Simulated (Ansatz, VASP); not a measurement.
# Ga2Te2S in two plane-wave programs, part 2 of 2

Aim: how closely do two programs agree when they are given the same cell, functional and k mesh? The cell is invented: As first built, before any earlier steps moved the atoms (in the runner's words): it takes the Ga2S3 structure with some of its atoms replaced by other elements, volume scaled by an estimate. It may not be a known or stable phase. The cell is taken from a series of VASP runs on this material, whose earlier steps may have relaxed, scaled or displaced it; both programs get it as it stands. Valence electrons are named where the data sets of a main pair hold unlike numbers.

VASP 6.6.1 and Ansatz 0.2.0.

So far: The starting structure; VASP: band structure, PBEsol with D3(BJ); Ansatz: band structure, PBEsol with D3(BJ).

### 4. Comparison

Known differences besides the potentials themselves: the data sets hold 64 valence electrons in Ansatz (on its default PAW (the set named soft_2) files) and 44 in VASP; the cutoff is 420 eV in Ansatz and 400 eV in VASP; Ansatz makes its cores anew for this functional, VASP keeps those of its PBE data sets; VASP leaves aspherical gradient terms in its spheres out (LASPH is not set), Ansatz keeps them. Total energies have different zeros and are not compared.

Compared:

```csv
quantity,Ansatz,VASP,difference
pressure (GPa),0.11,-0.02,+0.13
gap over the path points (eV),0.969,0.966,+0.003
```

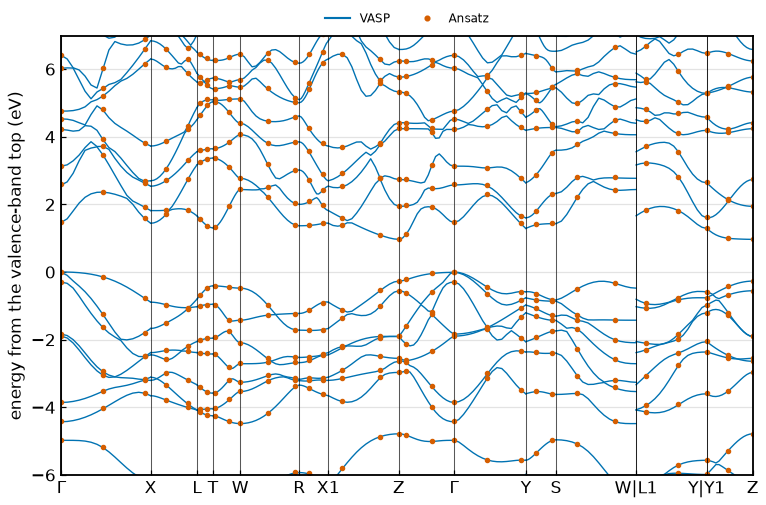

Bands from VASP (lines) and levels from Ansatz (dots). Dots without a line are higher empty bands that the VASP plot leaves out.

Levels at points of the path, from each program's valence-band top (eV; 4 filled, then empty):

```csv
k (reciprocal lattice),Ansatz,VASP
0.000 0.000 0.000,-1.83 -0.29 0.00 0.00 1.48 2.60 3.14,-1.84 -0.30 -0.01 0.00 1.47 2.57 3.13
0.130 -0.130 -0.130,-2.94 -1.63 -1.25 -0.15 2.37 3.46 3.73,-2.95 -1.64 -1.26 -0.14 2.36 3.46 3.71
0.261 -0.261 -0.261,-2.50 -2.49 -1.79 -0.78 1.59 1.92 2.64,-2.51 -2.50 -1.79 -0.78 1.58 1.92 2.63
0.214 -0.345 -0.214,-2.58 -2.31 -1.50 -0.97 1.72 1.83 2.71,-2.59 -2.32 -1.51 -0.97 1.71 1.83 2.70
0.123 -0.436 -0.123,-2.34 -2.19 -1.08 -1.06 1.83 2.74 3.30,-2.35 -2.20 -1.09 -1.05 1.83 2.73 3.29
0.067 -0.480 -0.067,-2.39 -2.00 -1.00 -0.68 1.57 3.25 3.59,-2.40 -2.02 -1.00 -0.69 1.56 3.23 3.58
0.028 -0.492 -0.028,-2.41 -1.95 -0.97 -0.46 1.37 3.36 3.64,-2.42 -1.97 -0.96 -0.47 1.36 3.34 3.63
-0.017 -0.483 -0.017,-2.42 -1.93 -0.97 -0.40 1.32 3.38 3.66,-2.44 -1.95 -0.96 -0.41 1.32 3.36 3.65
-0.150 -0.350 -0.150,-2.82 -1.76 -1.43 -0.44 1.96 3.10 3.85,-2.83 -1.77 -1.43 -0.45 1.95 3.09 3.84
-0.250 -0.250 -0.250,-2.71 -2.09 -1.42 -0.47 2.44 2.78 4.07,-2.71 -2.09 -1.43 -0.48 2.44 2.77 4.06
```

At this near-relaxed geometry the largest component of a force difference is 43 meV/Å. Among the levels compared at these points, filled levels agree within 18 meV and empty ones within 26 meV. Ansatz's pressure holds a Pulay correction of 0.03 GPa; VASP's holds none.

### 5. Further runs

Further runs change the set-up of one program: Ansatz's method, potentials or start, or VASP's data sets, cutoff or form of LDA. The table gives Ansatz less VASP for each quantity, since a change that brings one quantity closer may part another.

```
                                        run  r.m.s. force difference (meV/Å)  pressure (GPa)  gap over the path points (eV)
                                   as above                               22            0.13                         0.0030
                       cores kept as stored                               24            0.14                         0.0020
norm-conserving potentials (cutoff 1120 eV)                               22            0.18                              0
```

### 6. VASP: single point, PBEsol with D3(BJ)

A single point gives forces, pressure and levels at one fixed geometry, so differences don't come from the geometry; what else differs is listed under the comparison.

Input file INCAR:

```
SYSTEM = Ga2Te2S
PREC = Accurate
ENCUT = 400
EDIFF = 1E-06
NELM = 100
ISMEAR = -5
SIGMA = 0.05
LREAL = .FALSE.
ALGO = Normal
GGA = PS
IVDW = 12
NBANDS = 37
LORBIT = 11
LWAVE = .FALSE.
LCHARG = .FALSE.
KPAR = 2
NEDOS = 2001
```

Input file POSCAR:

```
Ga2Te2S
1.0
   -2.0222808538      5.8842376542      2.7432354433
    2.0222808538     -5.8842376542      2.7432354433
    2.0222808538      5.8842376542     -2.7432354433
Te Ga S
2 2 1
Direct
    0.8615209183      0.2143043299      0.6472165882
    0.5670877417      0.2143043299      0.3527834118
    0.1731725036      0.0241980014      0.1489745023
    0.8752234991      0.0241980014      0.8510254977
    0.2729943474      0.2729943474      0.0000000000
```

Input file KPOINTS:

```
Automatic mesh
0
Gamma
10 10 10
0 0 0
```

The projector-augmented-wave data sets are Te, Ga_d and S (PBE family, release 64).

Command:

```
$ mpirun -np 2 vasp_std
```

Numbers of over 12 decimals in the logs are rounded to 6 here.

The program printed:

```text
[banner, memory and clock lines left out]
running    2 mpi-ranks, on    1 nodes
[...]
[... a notice as in an earlier step ...]

 LDA part: xc-table for (Slater+PW92), standard interpolation
 POSCAR, INCAR and KPOINTS ok, starting setup
[...]
entering main loop
       N       E                     dE             d eps       ncg     rms          rms(c)
DAV:   1     0.319904634551E+03    0.31990E+03   -0.16240E+04 14066   0.126E+03
DAV:   2     0.267992268710E+02   -0.29311E+03   -0.27200E+03 13758   0.386E+02
DAV:   3    -0.185320454461E+02   -0.45331E+02   -0.44562E+02 15441   0.111E+02
DAV:   4    -0.205035625508E+02   -0.19715E+01   -0.19653E+01 15308   0.256E+01
[...]
DAV:  12    -0.199887001165E+02    0.47990E-05   -0.46055E-05 15604   0.386E-02    0.293E-02
DAV:  13    -0.199887016504E+02   -0.15339E-05   -0.12722E-05 15638   0.152E-02    0.119E-02
DAV:  14    -0.199887018288E+02   -0.17843E-06   -0.15557E-06 13120   0.101E-02
   1 F= -.21577038E+02 E0= -.21577038E+02  d E =0.000000E+00
```

Parts of OUTCAR (step 6):

```text
 Edisp (eV)   -1.58834

  Total      -0.02836    -0.01579    -0.01548     0.00000     0.00000     0.00000
  in kB      -0.34798    -0.19379    -0.18991     0.00000     0.00000     0.00000
  external pressure =       -0.24 kB  Pullay stress =        0.00 kB

 POSITION                                       TOTAL-FORCE (eV/Angst)
 -----------------------------------------------------------------------------------
     -0.00000      7.61675      1.17577         0.000000      0.004937      0.004502
     -0.00000      4.15172      1.17577         0.000000     -0.004937      0.004502
      0.00000      1.75320      0.13276         0.000000      0.000932     -0.004690
      0.00000     10.01527      0.13276        -0.000000     -0.000932     -0.004690
      0.00000      0.00000      1.49778        -0.000000     -0.000000      0.000377
 -----------------------------------------------------------------------------------
    total drift:                                0.000003      0.000006     -0.000454

  FREE ENERGIE OF THE ION-ELECTRON SYSTEM (eV)
  ---------------------------------------------------
  free  energy   TOTEN  =       -21.5770380993 eV

  energy  without entropy=      -21.5770380993  energy(sigma->0) =      -21.57703810

[... 1 part as in an earlier step ...]

[... 2 further parts left out ...]
[key lines of the parts left out:]
E-fermi :   4.6254
```

The gap is read on the k-mesh alone, so it is an upper bound where the band edges lie off the mesh.

### 7. Ansatz: single point, PBEsol with D3(BJ)

The same cell, functional, mesh and smearing now go to Ansatz, which takes its cutoff from its data sets.

The cell is taken from a series of VASP runs on this material, whose earlier steps may have relaxed, scaled or displaced it; both programs get it as it stands.

Input file input.yaml:

```yaml
crystal:
  lattice:
    - [-2.0222808538, 5.8842376542, 2.7432354433]
    - [2.0222808538, -5.8842376542, 2.7432354433]
    - [2.0222808538, 5.8842376542, -2.7432354433]
  atoms:
    - { symbol: Te, position: [0.8615209183, 0.2143043299, 0.6472165882] }
    - { symbol: Te, position: [0.5670877417, 0.2143043299, 0.3527834118] }
    - { symbol: Ga, position: [0.1731725036, 0.0241980014, 0.1489745023] }
    - { symbol: Ga, position: [0.8752234991, 0.0241980014, 0.8510254977] }
    - { symbol: S, position: [0.2729943474, 0.2729943474, 0.0] }
hamiltonian:
  xc: pbesol
  pseudopotentials: { kind: paw }
  dispersion: d3bj
kpoints:
  mp_grid: { grid: [10, 10, 10] }
scf:
  occupations: { method: tetrahedron }
output:
  forces: true
  stress: true
  write_density: true
  write_potential: true
  elf: true
  volumetric_format: npy
```

Command:

```
$ ansatz run input.yaml --threads 2 --pin off --max-ram 4608MiB --backend cpu --events-out ev --progress --plain --runs-dir out
```

The program printed:

```text
Warning: output.forces, output.stress, relax.cell or npt_langevin: where a Kohn–Sham band that disperses or a degenerate level is filled in part under the method tetrahedron, the forces or the stress that this run publishes need not agree with its energy (scf.occupations.method in the input reference, under Limitations); prefer a smearing scheme for the forces or the stress
[...]
k-point 0: bands = [... 28 lower, 5.6355, 7.1672, 7.4590, 7.4624, 8.9468, 10.0606, 10.6020, 11.6962, ... 3 higher]
  k-point 1: bands = [... 28 lower, 5.4504, 6.8091, 7.0858, 7.3786, 9.5029, 10.5971, 10.9492, 11.6246, ... 3 higher]
  k-point 2: bands = [... 28 lower, 4.9869, 6.1216, 6.5733, 7.1548, 9.9374, 11.1131, 11.1638, 11.5945, ... 3 higher]
  k-point 170: bands = [... 28 lower, 5.5576, 5.5702, 6.9147, 7.2034, 8.4313, 9.4239, 10.2233, 11.7175, ... 3 higher]
[key lines of the parts left out:]
SCF converged after 8 iterations
Free energy (F): -22177.783920 eV
Fermi energy:    7.462354 eV
P = ⅓ Tr σ = 0.1069 GPa (1.069 kbar)
```

Elapsed: 53 s, on 2 threads of Arm Neoverse V1, shared host; peak memory 0.82 GiB; 1.8 min of CPU time.

The run ends at a pressure of 0.11 GPa, with forces up to 0.054 eV/Å.

### 8. Differences

What differs besides the data sets and the points named for the pairs above, as far as they apply: the data sets hold 64 valence electrons in Ansatz (on its default PAW (the set named soft_2) files) and 44 in VASP. Total energies have different zeros and are not compared.

The two programs side by side:

| quantity | Ansatz | VASP | difference |
| --- | --- | --- | --- |
| pressure (GPa) | 0.11 | -0.02 | +0.13 |
| gap on the k mesh (eV) | 0.969 | 0.966 | +0.003 |

At this near-relaxed geometry the largest component of a force difference is 43 meV/Å. A gap on the mesh is an upper bound, since the band edges may lie between its points. Ansatz's pressure holds a Pulay correction of 0.03 GPa; VASP's holds none.

### 9. What the set-up changes

Further runs change the set-up of one program: Ansatz's method, potentials or start, or VASP's data sets, cutoff or form of LDA. The table gives Ansatz less VASP for each quantity, since a change that brings one quantity closer may part another.

| run | r.m.s. force difference (meV/Å) | pressure (GPa) | gap on the k mesh (eV) |
| --- | --- | --- | --- |
| as above | 22 | 0.13 | 0.0028 |
| cores kept as stored | 24 | 0.14 | 0.0019 |
| norm-conserving potentials (cutoff 1120 eV) | 22 | 0.18 | -1.1e-4 |

### 10. Outcome

```json
{
 "r.m.s. force difference (band structure, PBEsol with D3(BJ))": "22 meV/Å",
 "r.m.s. force difference (single point, PBEsol with D3(BJ))": "22 meV/Å"
}
```

In words: The r.m.s. force difference is 22 meV/Å (single point, PBEsol with D3(BJ)), beyond the 12 meV/Å picked in this series as the mark of a large difference. The data sets hold unlike numbers of valence electrons (64 in Ansatz and 44 in VASP), so part of the differences comes from the potentials. Band structure, PBEsol with D3(BJ), cores kept as stored: the difference in gap over the path points goes from 0.0030 to 0.0020 eV. Band structure, PBEsol with D3(BJ), norm-conserving potentials (cutoff 1120 eV): the difference in pressure goes from 0.13 to 0.18 GPa; the difference in gap over the path points goes from 0.0030 to 0 eV. Single point, PBEsol with D3(BJ), cores kept as stored: the difference in gap on the k mesh goes from 0.0028 to 0.0019 eV. Single point, PBEsol with D3(BJ), norm-conserving potentials (cutoff 1120 eV): the difference in pressure goes from 0.13 to 0.18 GPa; the difference in gap on the k mesh goes from 0.0028 to -1.1e-4 eV. 2 further runs of this series are not shown here. How closely two codes agree says nothing of how well the functional describes the real material.

[Lines on the potential files, build, host, timing and source positions are cut from VASP's logs without a mark.]

[Logs are printed without paths, hosts, clocks, repeated set-up lines and the standing remarks that a program may print on its own settings, such as how far it seeks lower states.]

[Hosts, paths, dates, database ids (printed as entryN), source tags and the programs' standing remarks are cut or masked in the printed files.]
